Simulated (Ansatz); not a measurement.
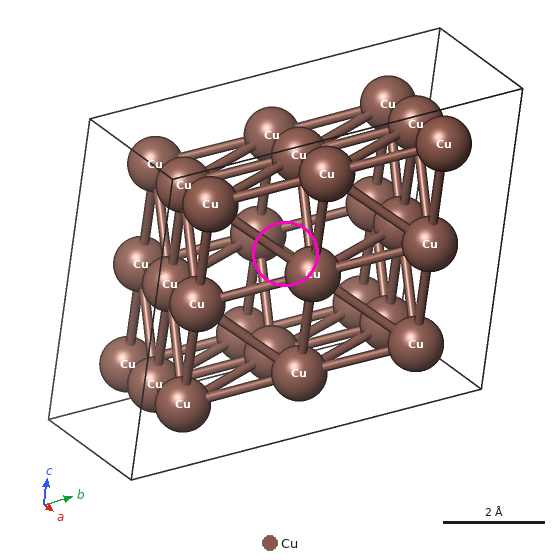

The image is a ball-and-stick drawing of a crystal, viewed slightly off an axis. One supercell is framed, with atoms on its boundary repeated. The host is Cu, in a cell of 27 sites, and the cell is neutral. A ring marks the defect's site.

> What defect is present?

A copper vacancy. Around the empty site lie twelve Cu at about 2.5 Å.

The atoms were relaxed in the host's cell with Ansatz 0.2.0, DFT PBE, scalar-relativistic, plane waves, PAW.
